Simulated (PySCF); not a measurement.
# CH11BN2Si: electronic excitations and core binding energies

What electronic excitations and core binding energies should CH11BN2Si (`CN[BH2-][NH2+][SiH3]`) show?

The runs use PySCF 2.14.0, with density-fitted response routines of our own; the level of theory stands in each step. All values are computed, except where a source is named. Atoms count from 0, in the outputs and in this text.

**1. The molecule as given**

16 atoms, charge 0, multiplicity 1; geometry from: GFN2-xTB.

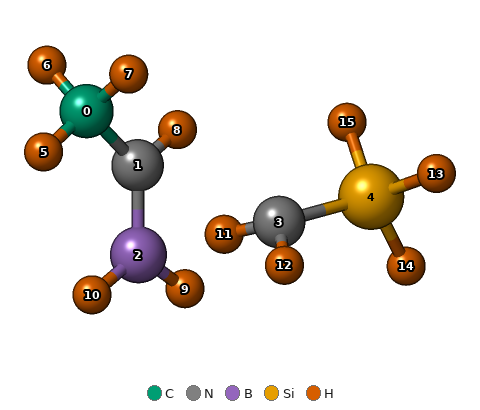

The starting geometry (carbon teal, nitrogen grey, boron purple, silicon amber, hydrogen orange), atoms numbered.

The optimised geometry no longer has the bonds of the starting formula, so what follows describes that rearranged structure.

**2. Ultraviolet spectrum: CAM-B3LYP/def2-SVPD**

Job settings and geometry (Å):

```
{"job": {"kind": "uv", "xc": "CAM-B3LYP", "basis": "def2-SVPD", "nstates": 8, "ntriplets": 3}, "charge": 0, "multiplicity": 1}
C     -2.202455    -0.199866     0.686097
N     -1.407157     0.473369    -0.314724
B     -0.860898    -0.062664    -1.457526
N      1.486526    -0.894387     0.790807
Si     2.338466     0.597547     0.893700
H     -2.374617    -1.228746     0.376874
H     -3.170189     0.294746     0.811714
H     -1.687869    -0.203700     1.651481
H     -1.243647     1.440441    -0.073135
H     -0.223298     0.626539    -2.157706
H     -1.057900    -1.191901    -1.710260
H      0.686063    -0.931267     0.177369
H      2.023170    -1.741869     0.692161
H      3.334908     0.395298     1.945118
H      3.016708     1.043983    -0.332164
H      1.334589     1.591421     1.276268
```

Method: TDDFT CAM-B3LYP/def2-SVPD, vertical, gas phase, core orbitals frozen in the response.

On the command line:

```console
$ OMP_NUM_THREADS=1 python probes_run.py task.json out
```

This one command runs all jobs of the session in turn.

Output:

```text
coarse grid: 12744 points
cycle   1  E = -468.1971413086  dE =  8.651e-02  |g| = 4.367e-01  |ddm| = 5.193e+00
cycle   2  E = -468.1994375442  dE = -2.296e-03  |g| = 4.540e-01  |ddm| = 1.360e+00
cycle   3  E = -468.2432252452  dE = -4.379e-02  |g| = 4.947e-02  |ddm| = 6.272e-01
cycle   4  E = -468.2438118368  dE = -5.866e-04  |g| = 1.258e-02  |ddm| = 1.151e-01
cycle   5  E = -468.2438565143  dE = -4.468e-05  |g| = 2.576e-03  |ddm| = 3.424e-02
cycle   6  E = -468.2438582377  dE = -1.723e-06  |g| = 1.116e-03  |ddm| = 7.424e-03
final grid: 115424 points
cycle   7  E = -468.3050297973  dE = -2.561e-05  |g| = 3.243e-03  |ddm| = 5.674e-02
cycle   8  E = -468.3050295941  dE =  2.032e-07  |g| = 3.577e-03  |ddm| = 1.065e-02
cycle   9  E = -468.3050323402  dE = -2.746e-06  |g| = 2.647e-04  |ddm| = 4.563e-03
cycle  10  E = -468.3050323572  dE = -1.700e-08  |g| = 1.334e-04  |ddm| = 6.427e-04
cycle  11  E = -468.3050323618  dE = -4.603e-09  |g| = 2.167e-05  |ddm| = 2.902e-04
cycle  12  E = -468.3050323619  dE = -1.628e-10  |g| = 6.272e-06  |ddm| = 5.609e-05
converged SCF energy = -468.3050323619

Static polarisability (au): isotropic 74.385, principal 69.141 74.003 80.011

Singlet excitations
state   eV       nm        f      main configurations
  1   6.3351    195.7   0.00975   H->L 0.78
  2   7.1506    173.4   0.01977   H->L+1 0.52, H->L+3 0.13, H->L 0.12
  3   7.2858    170.2   0.00067   H-2->L 0.70, H-2->L+1 0.17
  4   7.3569    168.5   0.02207   H-1->L+1 0.53, H-1->L 0.15, H-1->L+5 0.08
  5   7.4845    165.7   0.17440   H-1->L 0.67, H-1->L+1 0.20
  6   7.6332    162.4   0.01349   H->L+2 0.77
  7   7.8438    158.1   0.00834   H->L+6 0.46, H->L+5 0.31, H->L+4 0.09
  8   8.0701    153.6   0.00831   H->L+5 0.27, H->L+3 0.17, H->L+8 0.15

Triplet excitations (Tamm-Dancoff, eV): 5.6003 6.0151 6.6665
```

Run time: 27 s. Hardware: 1 thread of Arm Neoverse V2, shared host; peak memory 0.87 GiB.

The orbitals next to the gap, with their largest atomic shares:

```
orbital      eV                         atoms
 HOMO−3  -11.01  Si4 39 %, H13 27 %, H15 21 %
 HOMO−2  -10.64    B2 40 %, H9 22 %, H10 20 %
 HOMO−1   -9.53     N1 51 %, B2 14 %, C0 14 %
   HOMO   -8.78    N3 59 %, Si4 14 %, H14 9 %
   LUMO    0.83    B2 26 %, Si4 13 %, N1 12 %
 LUMO+1    1.03    B2 36 %, Si4 11 %, C0 10 %
 LUMO+2    1.68  Si4 45 %, H14 12 %, H15 12 %
```

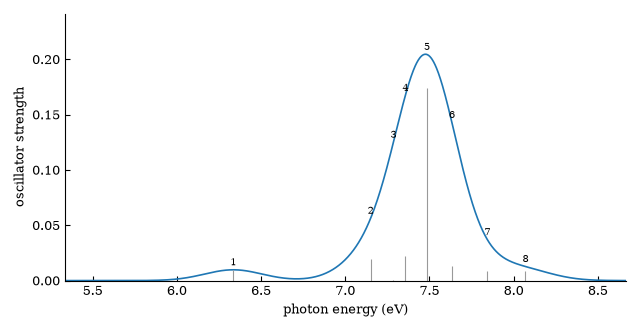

Absorption spectrum from the 8 singlet states computed; above the last one it falls off for lack of states. Lines are broadened to a width of 0.40 eV (Gaussian).

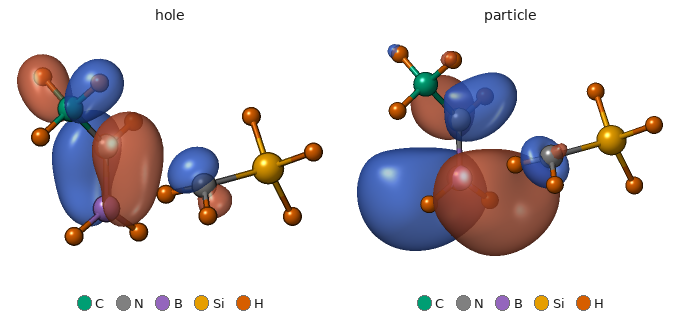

Leading natural transition orbitals of singlet state 5: the electron leaves the hole (left) for the particle orbital (right).

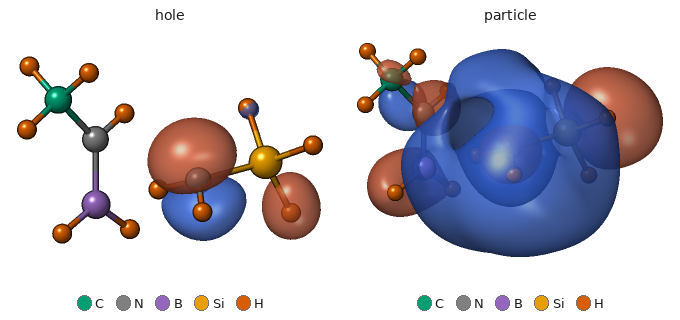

Leading natural transition orbitals of singlet state 1: the electron leaves the hole (left) for the particle orbital (right).

Further results of this job:

```
           property  computed
  dipole moment (D)      1.24
polarisability (Å³)     11.02
 HOMO–LUMO gap (eV)      9.61
      −ε(HOMO) (eV)      8.78
```

Orbitals, density, ELF and potential are computed afterwards from the orbital file.

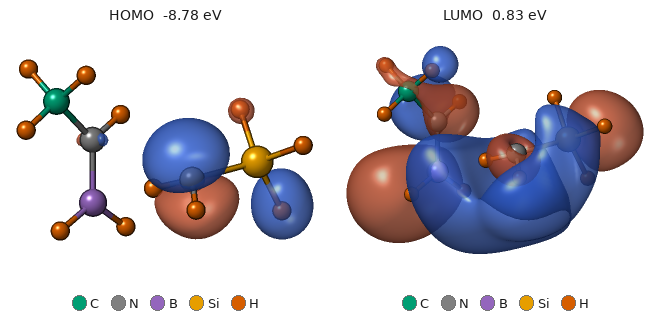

CAM-B3LYP/def2-SVPD orbitals near the gap, drawn at the value that encloses 70 % of each; the two colours are the two signs.

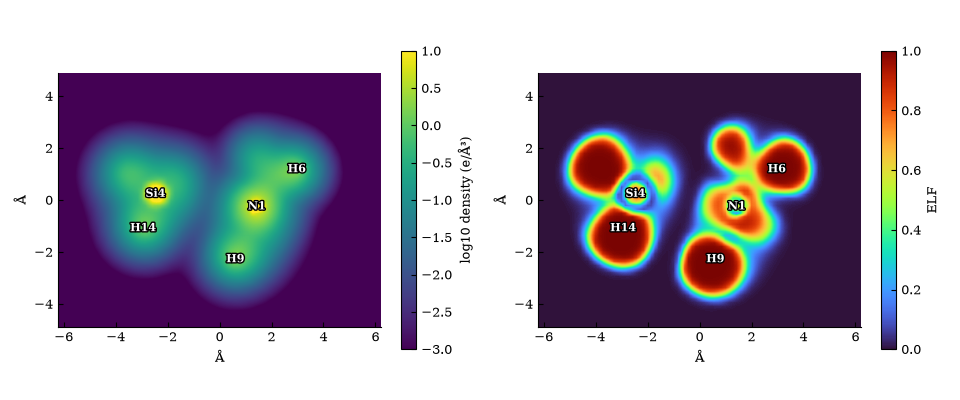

Density (left) and ELF (right) in a plane through or near 5 of the atoms.

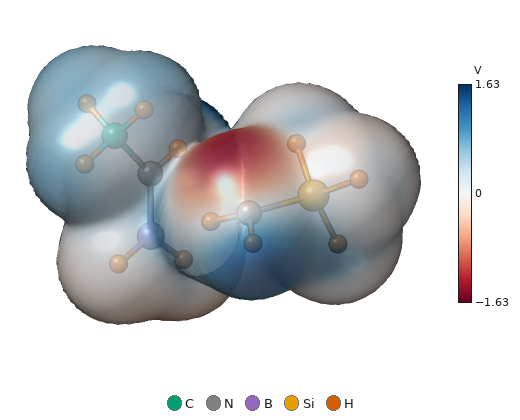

Electrostatic potential on the surface of density 0.002 e/bohr³; red is low, blue high. It runs from -1.09 V near N3 to 1.63 V near H8.

**3. Core-electron binding energies: SCAN, X2C**

Settings changed since step 2:

```diff
@@ -1,2 +1,2 @@
-{"job": {"kind": "uv", "xc": "CAM-B3LYP", "basis": "def2-SVPD", "nstates": 8, "ntriplets": 3}, "charge": 0, "multiplicity": 1}
+{"job": {"kind": "xps"}, "charge": 0, "multiplicity": 1}
 C     -2.202455    -0.199866     0.686097
```

Method: delta-SCF UKS SCAN, pcX-2 on the ionised atom, pcseg-1 elsewhere, spin-free X2C.

Output:

```text
ground state, core basis on atom 0 (C), 160 functions
  cycle   1  E = -469.02506979  |g| = 5.73e-01
  cycle   2  E = -468.93135241  |g| = 8.43e-01
  cycle   3  E = -469.10038855  |g| = 1.09e-01
  cycle   4  E = -469.10363782  |g| = 2.99e-02
  cycle   5  E = -469.10385739  |g| = 1.22e-02
  cycle   6  E = -469.10388523  |g| = 5.90e-03
  cycle   7  E = -469.10389359  |g| = 1.04e-03
  cycle   8  E = -469.10389418  |g| = 4.22e-04
  E(ground) = -469.14555616 Eh
hole in C 1s of atom 0
  cycle   1  E = -457.82912304  |g| = 1.50e+00
  cycle   2  E = -455.12690119  |g| = 2.37e+00
  cycle   3  E = -457.91017135  |g| = 9.56e-01
  cycle   4  E = -458.32258695  |g| = 3.69e-01
  cycle   5  E = -458.37483306  |g| = 1.18e-01
  cycle   6  E = -458.37896094  |g| = 5.85e-02
  cycle   7  E = -458.38046043  |g| = 1.43e-02
  cycle   8  E = -458.38056227  |g| = 3.47e-03
  cycle   9  E = -458.38057403  |g| = 1.56e-03
  cycle  10  E = -458.38057663  |g| = 6.12e-04
  cycle  11  E = -458.38057735  |g| = 2.16e-04
  E(ion) = -458.42144515 Eh   <S^2> = 0.7696   hole on atom = 1.000   binding energy = 291.818 eV
ground state, core basis on atom 1 (N), 160 functions
  cycle   1  E = -469.11581237  |g| = 7.40e-02
  cycle   2  E = -469.11576881  |g| = 2.42e-02
  cycle   3  E = -469.11575968  |g| = 2.52e-02
  cycle   4  E = -469.11590151  |g| = 4.16e-03
  cycle   5  E = -469.11590553  |g| = 3.81e-04
  E(ground) = -469.15614381 Eh
hole in N 1s of atom 1
  cycle   1  E = -453.51569522  |g| = 1.87e+00
  cycle   2  E = -450.91232294  |g| = 2.55e+00
  cycle   3  E = -453.89337788  |g| = 8.22e-01
  cycle   4  E = -454.16272226  |g| = 3.53e-01
  cycle   5  E = -454.21172381  |g| = 1.36e-01
  cycle   6  E = -454.22037620  |g| = 1.94e-02
  cycle   7  E = -454.22056531  |g| = 6.26e-03
  cycle   8  E = -454.22058819  |g| = 1.60e-03
  cycle   9  E = -454.22058992  |g| = 6.72e-04
  cycle  10  E = -454.22058768  |g| = 3.12e-04
  E(ion) = -454.25952693 Eh   <S^2> = 0.7655   hole on atom = 1.000   binding energy = 405.358 eV
ground state, core basis on atom 2 (B), 160 functions
  cycle   1  E = -469.09780168  |g| = 4.98e-02
  cycle   2  E = -469.09771293  |g| = 2.93e-02
  cycle   3  E = -469.09779755  |g| = 2.32e-02
  cycle   4  E = -469.09792955  |g| = 6.30e-03
  cycle   5  E = -469.09793858  |g| = 5.83e-04
  cycle   6  E = -469.09793802  |g| = 1.80e-04
  E(ground) = -469.14031578 Eh
hole in B 1s of atom 2
  cycle   1  E = -461.51809524  |g| = 1.16e+00
  cycle   2  E = -459.80188296  |g| = 1.76e+00
  cycle   3  E = -461.64942944  |g| = 7.38e-01
  cycle   4  E = -461.86172979  |g| = 3.24e-01
  cycle   5  E = -461.89853021  |g| = 2.27e-01
  cycle   6  E = -461.92361210  |g| = 6.61e-02
  cycle   7  E = -461.92645235  |g| = 1.78e-02
  cycle   8  E = -461.92669527  |g| = 1.95e-02
  cycle   9  E = -461.92688371  |g| = 1.74e-02
  cycle  10  E = -461.92719750  |g| = 8.63e-03
  cycle  11  E = -461.92731784  |g| = 2.25e-03
  cycle  12  E = -461.92731480  |g| = 4.32e-03
  cycle  13  E = -461.92732785  |g| = 1.51e-03
  cycle  14  E = -461.92732971  |g| = 3.14e-04
  E(ion) = -461.97010425 Eh   <S^2> = 0.8959   hole on atom = 1.000   binding energy = 195.111 eV
ground state, core basis on atom 3 (N), 160 functions
  cycle   1  E = -469.11840405  |g| = 7.36e-02
  cycle   2  E = -469.11834617  |g| = 2.52e-02
  cycle   3  E = -469.11822765  |g| = 3.42e-02
  cycle   4  E = -469.11848104  |g| = 2.77e-03
  cycle   5  E = -469.11848136  |g| = 8.83e-04
  cycle   6  E = -469.11848197  |g| = 1.30e-04
  E(ground) = -469.15863110 Eh
hole in N 1s of atom 3
  cycle   1  E = -453.55824578  |g| = 1.86e+00
  cycle   2  E = -452.80012383  |g| = 2.10e+00
  cycle   3  E = -454.16366602  |g| = 4.74e-01
  cycle   4  E = -454.16634544  |g| = 4.26e-01
  cycle   5  E = -454.25444977  |g| = 7.50e-02
  cycle   6  E = -454.25717146  |g| = 1.52e-02
  cycle   7  E = -454.25730386  |g| = 4.77e-03
  cycle   8  E = -454.25731704  |g| = 1.82e-03
  cycle   9  E = -454.25731837  |g| = 7.99e-04
  cycle  10  E = -454.25731857  |g| = 2.35e-04
  E(ion) = -454.29650948 Eh   <S^2> = 0.7644   hole on atom = 1.000   binding energy = 404.419 eV
ground state, core basis on atom 4 (Si), 171 functions
  cycle   1  E = -469.20121464  |g| = 2.88e-01
  cycle   2  E = -469.20124502  |g| = 4.56e-02
  cycle   3  E = -469.20111711  |g| = 4.32e-02
  cycle   4  E = -469.20144887  |g| = 1.32e-02
  cycle   5  E = -469.20148500  |g| = 1.04e-03
  cycle   6  E = -469.20148543  |g| = 2.67e-04
  E(ground) = -469.20184866 Eh
hole in Si 1s of atom 4
  cycle   1  E = -400.28635711  |g| = 4.35e+00
  cycle   2  E = -399.14885174  |g| = 2.36e+00
  cycle   3  E = -398.00379372  |g| = 1.81e+00
  cycle   4  E = -401.21344075  |g| = 4.61e-01
  cycle   5  E = -401.28610972  |g| = 3.01e-01
  cycle   6  E = -401.32580079  |g| = 1.08e-01
  cycle   7  E = -401.33181327  |g| = 2.11e-02
  cycle   8  E = -401.33201098  |g| = 7.28e-03
  cycle   9  E = -401.33203419  |g| = 3.06e-03
  cycle  10  E = -401.33203775  |g| = 9.88e-04
  cycle  11  E = -401.33203882  |g| = 3.65e-04
  E(ion) = -401.34039010 Eh   <S^2> = 0.7521   hole on atom = 1.000   binding energy = 1846.604 eV
hole in Si 2p of atom 4
  cycle   1  E = -464.94459743  |g| = 1.23e+00
  cycle   2  E = -463.96881314  |g| = 1.45e+00
  cycle   3  E = -465.04267538  |g| = 6.32e-01
  cycle   4  E = -465.24118831  |g| = 1.63e-01
  cycle   5  E = -465.25127301  |g| = 1.02e-01
  cycle   6  E = -465.25638338  |g| = 2.60e-02
  cycle   7  E = -465.25668310  |g| = 1.09e-02
  cycle   8  E = -465.25673441  |g| = 3.52e-03
  cycle   9  E = -465.25674059  |g| = 5.46e-04
  cycle  10  E = -465.25674100  |g| = 2.03e-04
  E(ion) = -465.26856836 Eh   <S^2> = 0.7517   hole on atom = 1.002   binding energy = 107.030 eV
  2p3/2 = 106.806 eV   2p1/2 = 107.429 eV
```

Wall time 55 s (1 thread of Arm Neoverse V2, shared host); peak memory 0.63 GiB.

Binding energies by hole, beside the orbital energy of the ground state; the difference holds orbital relaxation and, for a density functional, its self-interaction error:

```
       hole  stands for  ΔSCF (eV; 2p as the shell's mean)  −ε (eV)   ⟨S²⟩
  C1s on C0          C0                             291.82    274.4  0.770
  N1s on N1          N1                             405.36    386.3  0.765
  B1s on B2          B2                  195.11 (doubtful)    179.3  0.896
  N1s on N3          N3                             404.42    385.3  0.764
Si1s on Si4         Si4                            1846.60   1793.1  0.752
Si2p on Si4         Si4                             107.01     95.9  0.752
```

Doubtful: the ion did not converge, its hole moved, or its ⟨S²⟩ is well above 0.75.

With the spin-orbit splitting: Si4 2p3/2 106.81, 2p1/2 107.43 eV. The table gives each 2p level as the mean over the whole 2p shell (two parts 2p3/2, one part 2p1/2), which differs a little from the single hole in the log.

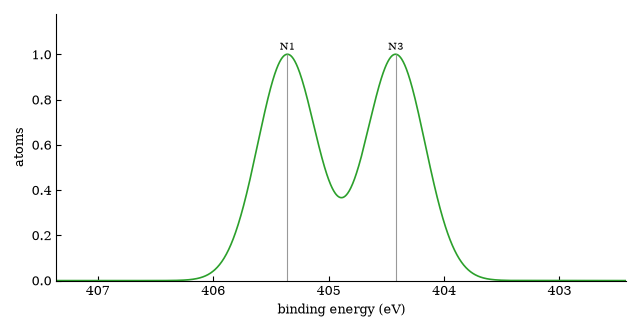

The N1s photoelectron lines, weighted by the number of atoms. Lines are broadened to a width of 0.60 eV (Gaussian).

**4. What came out**

```
                                quantity                        value
    lowest singlet (CAM-B3LYP/def2-SVPD)  6.34 eV (196 nm), f = 0.010
brightest single state of those computed  state 5, 7.48 eV, f = 0.174
                          lowest triplet                      5.60 eV
   surface potential, least and greatest           -1.09 V and 1.63 V
        N1s binding energies, SCAN/pcX-2      N1 405.36, N3 404.42 eV
        C1s binding energies, SCAN/pcX-2                 C0 291.82 eV
       Si1s binding energies, SCAN/pcX-2               Si4 1846.60 eV
       Si2p binding energies, SCAN/pcX-2                Si4 107.01 eV
```

In words: The structure rearranged or came apart on optimisation; the results belong to the end geometry, not to the formula as drawn. The lowest singlet, at 6.34 eV, is HOMO→LUMO 0.78 and is weak; of the 8 states computed, the strongest absorption comes from state 5 at 7.48 eV. The lowest triplet lies 0.73 eV below the lowest singlet (triplets in Tamm-Dancoff, singlets in full TDDFT). N1 binds its N1s electron 0.94 eV more tightly than N3.
